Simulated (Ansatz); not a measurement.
**A computed series for Mo: response to strain**

Consider Mo in the bcc (W type) structure (space group Im-3m, No. 229; a = 3.151 Å; relaxed with 0.1 eV smearing). Axes: x, y, z lie along the cube axes.

Strains are applied to the cell and any free atomic positions relax.

Level of theory: r2SCAN (Ansatz, a quantum-chemistry and plane-wave program), without spin-orbit coupling.

Notes on the quantities. energy relative to the base: free energy F.

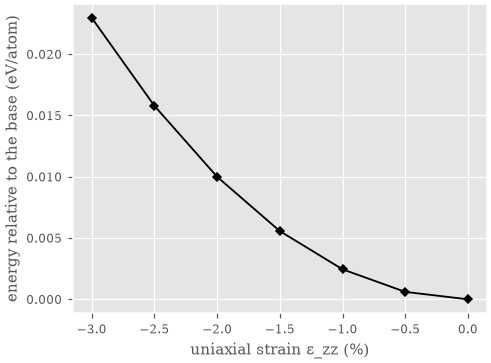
*Energy relative to the base against uniaxial strain ε_zz*

```tsv
uniaxial strain ε_zz (%)	energy relative to the base
-3	+23 meV/atom
-2.5	+16 meV/atom
-2	+10 meV/atom
-1.5	+5.6 meV/atom
-1	+2.4 meV/atom
-0.5	+0.6 meV/atom
```

Whether these cells are dynamically stable was not tested. The final runs are not spin-polarised.
